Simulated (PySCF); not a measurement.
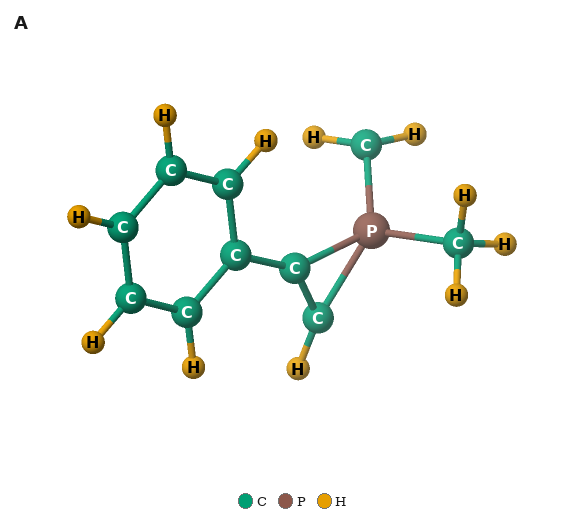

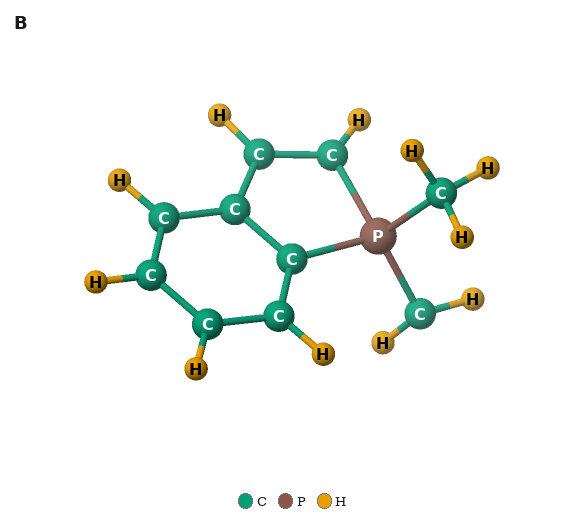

2 stationary structures of one formula. Geometries: GFN2-xTB. Electronic energies: PBE0/pcSseg-1 (PySCF 2.14.0), without zero-point energy. No frequency run is at hand to confirm each as a minimum. Each is one conformer, not always the lowest.

> Are they conformers, stereoisomers or constitutional isomers?

They are constitutional isomers of C10H11P: A `C=[P@]1(C)C=C1c1ccccc1`, B `C=[P@@]1(C)C=Cc2ccccc21`.

> Which is lowest in energy, and by how much?

B is lowest; A lies 38.1 kcal/mol above it.

The geometry is semi-empirical. Around P such bond lengths and angles can be off by a tenth of an ångström or more and by several degrees, and values that hang on the shape move with them.
